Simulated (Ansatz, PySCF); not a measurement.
H2O (SMILES O) and AsH3 (SMILES [AsH3]) are pulled apart as rigid monomers along the line of their centres of mass, from the B3LYP-D3(BJ)/def2-TZVP minimum. Starting geometry (charge 0, multiplicity 1):
```xyz
7

O     -0.049     0.632    -0.600
H     -0.910     0.306    -0.879
H     -0.001     0.439     0.346
As     0.232    -0.455     2.879
H     -0.198     0.235     4.165
H      1.646    -0.698     3.382
H     -0.259    -1.817     3.348
```

Interaction energies with rigid monomers; basis-set methods are counterpoise corrected unless marked otherwise.

Frozen-core correlation. Filled d and f shells under p-block atoms count as core.

Programs: Ansatz (a quantum-chemistry and plane-wave program) with Gaussian orbitals; PySCF for the dispersion terms. Each number belongs to the level named beside it.

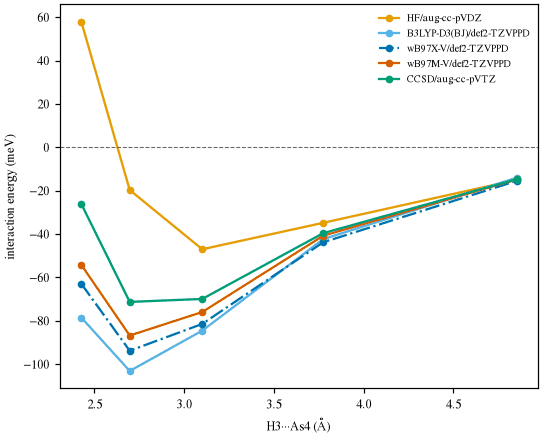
Figure. Interaction energy against separation

Problem. Which level binds most strongly at H3···As4 = 2.70, and by how much?

Solution. B3LYP-D3(BJ)/def2-TZVPPD, -103 meV.
